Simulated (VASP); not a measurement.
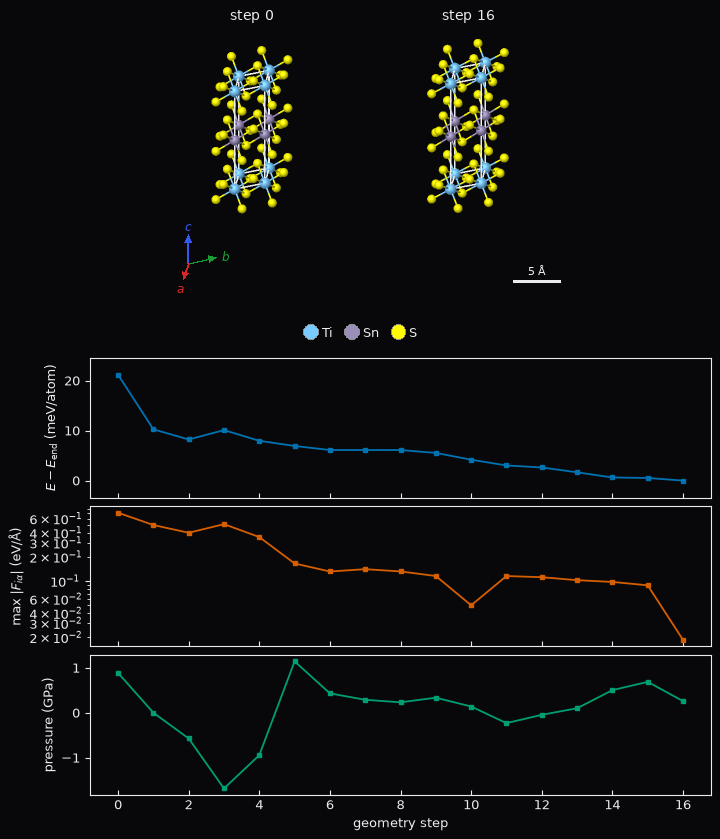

First and last geometry of a relaxation of a crystal of TiSnS$_{4}$ (a generated structure, set up in P-3m1), with the history of the run. A ball-and-stick model of the cell of the calculation, seen from a free direction.

The run lets cell and atoms move.

These are results of VASP, Kohn-Sham DFT of a periodic cell, PBE, VASP PAW PBE potentials, recommended, not measurements.

Input file:
```
PREC = Normal
ENCUT = 520
EDIFF = 1E-4
ISMEAR = 0
SIGMA = 0.15
LREAL = False
LASPH = True
NELM = 60
ALGO = Fast
ISIF = 3
LWAVE = False
LCHARG = False
GGA = PE
IBRION = 2
NSW = 24
EDIFFG = -0.08
```

Run as
```bash
cat potpaw_PBE.64/Ti_sv/POTCAR potpaw_PBE.64/Sn_d/POTCAR potpaw_PBE.64/S/POTCAR > POTCAR
mpirun -np 1 vasp_std > vasp.out
```

> What do the curves and the structures tell?

It converged. The largest moves relative to the cell, 0.19 Å, are those of S atoms. Ti and Sn stay in place. The drawn cell changes as follows: a = b 3.540 → 3.574 Å (+1.0 %), c 11.900 → 12.843 Å (+7.9 %); the volume changes by +10.0 %. Among the contacts that change: S–Sn 2.528 → 2.563 Å, S–Ti 2.493 → 2.466 Å. Bond angles that change, for instance: S–Ti–S 89.5° → 87.1°, Ti–S–Ti 90.5° → 92.9°, S–Ti–S 90.5° → 92.9°. The space group stays P-3m1 (No. 164). After 16 geometry steps the energy has fallen by 21.2 meV per atom. Largest force component: 0.71 eV/Å at the start, 0.019 eV/Å at the end. The pressure goes from 0.89 to 0.26 GPa. The volume changes by over a tenth within one run on a fixed set of plane waves, so the end point should be relaxed again from the new cell.

```
step  E − E(0), meV/atom  largest force component, eV/Å  pressure, GPa  volume, Å³/atom
   0                0.00                         0.7114           0.89           21.524
   1              -10.93                         0.5002           0.00           21.898
   2              -12.96                         0.4005          -0.57           22.080
   3              -11.09                         0.5128          -1.68           22.446
   4              -13.22                         0.3542          -0.94           22.177
   5              -14.26                         0.1661           1.15           21.869
   6              -15.07                         0.1319           0.43           21.993
   7              -15.07                         0.1411           0.29           22.001
   8              -15.07                         0.1322           0.23           21.997
   9              -15.65                         0.1160           0.34           22.088
  10              -17.01                         0.0501           0.14           22.362
  11              -18.16                         0.1158          -0.23           22.914
  12              -18.56                         0.1120          -0.04           22.956
  13              -19.53                         0.1029           0.10           23.082
  14              -20.56                         0.0978           0.50           23.328
  15              -20.66                         0.0888           0.69           23.420
  16              -21.19                         0.0186           0.26           23.683
```

Limits of the set-up: layers or molecules are held without a dispersion correction, so their spacing is unreliable.
